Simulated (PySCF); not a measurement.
**GeF2 (SMILES [F][Ge][F]) at r2SCAN/STO-6G**

Aim: the vertical ionisation energy of GeF2 at r2SCAN/STO-6G, from 2 runs. 

The calculation is run with PySCF 2.14.0.

6 further runs of the same task are left out: 6 set aside as unsound or not needed.

**1. The structure to begin with**

GeF2: 3 atoms, total charge 0, spin state singlet. As SMILES, `[F][Ge][F]`. The coordinates come from a PBE0-D4/def2-TZVP relaxation.

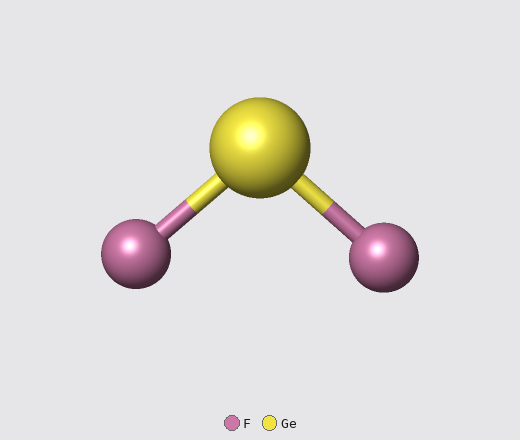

The structure, seen from a chosen angle (fluorine pink, germanium yellow).

**2. The energy at r2SCAN/STO-6G**

The input, run.py:

```python
from pyscf import gto, dft

mol = gto.Mole()
mol.atom = '''
F   -0.675900  -1.101800  -0.497500
Ge   0.637500  -0.295200   0.320200
F    0.027600   1.332100   0.164100
'''
mol.verbose = 3
mol.max_memory = 1860
mol.basis = 'sto-6g'
mol.build()

myscf = dft.RKS(mol)
myscf.xc = 'r2scan'
myscf.conv_tol = 1e-10
myscf.grids.level = 5
myscf.kernel()
if not myscf.converged:
    myscf = myscf.newton().run(myscf.mo_coeff, myscf.mo_occ)

e_tot = myscf.e_tot
print('E(%s) = %.9f' % ('R2SCAN', e_tot))
```

Command:

```bash
$ OMP_NUM_THREADS=1 python run.py
```

The program printed:

```text
converged SCF energy = -2264.30802814376
E(R2SCAN) = -2264.308028144
```

Run time: 5.7 s. Hardware: 1 thread of Arm Neoverse V1, shared host; peak memory 0.23 GiB.

**3. The doublet cation at the same level**

The input, mol.xyz:

```xyz
3

F     -0.675900    -1.101800    -0.497500
Ge     0.637500    -0.295200     0.320200
F      0.027600     1.332100     0.164100
```

The input, run.py:

```python
from pyscf import gto, dft

mol = gto.M(
    atom='mol.xyz',
    spin=1,
    max_memory=1860,
    verbose=3,
    charge=1,
    basis='sto-6g',
)

ks = dft.UKS(mol)
ks.xc = 'r2scan'
ks.conv_tol = 1e-10
ks.grids.level = 5
ks.kernel()
if not ks.converged:
    ks = ks.newton().run(ks.mo_coeff, ks.mo_occ)

etot = ks.e_tot
print(f'total energy: {etot:.8f} hartree')
```

Command:

```bash
$ OMP_NUM_THREADS=1 python run.py
```

The program printed:

```text
WARN: HOMO -0.527116327118063 >= LUMO -0.52711632711806

converged SCF energy = -2264.04279513414  <S^2> = 0.75372079  2S+1 = 2.0037173
total energy: -2264.04279513 hartree
```

Run time: 11 s. Hardware: 1 thread of Arm Neoverse V1, shared host; peak memory 0.25 GiB.

**4. Outcome**

Level: r2SCAN/STO-6G.

| quantity | value |
| --- | --- |
| singlet GeF2: total energy | -2264.30803 Eh |
| singlet GeF2: dipole moment | 0.08 D |
| singlet GeF2: HOMO energy | -1.26 eV |
| singlet GeF2: LUMO energy | 0.69 eV |
| singlet GeF2: HOMO–LUMO gap | 1.96 eV |
| doublet cation: total energy | -2264.04280 Eh |
| doublet cation: HOMO energy (highest over α and β) | -13.15 eV |
| doublet cation: LUMO energy (lowest over α and β) | -11.84 eV |
| doublet cation: ⟨S²⟩ | 0.754 |
| vertical ionisation energy (to the doublet cation) | 7.217 eV |

**Reading.** The vertical ionisation energy comes to 7.22 eV (696 kJ/mol). The negative HOMO energy of the first species, 1.26 eV, lies 5.95 eV below that difference. In a minimal basis such a difference can be off by several eV, whatever the method. Mulliken charges (doublet cation) run from -0.02 on F1 to +1.04 on Ge2.
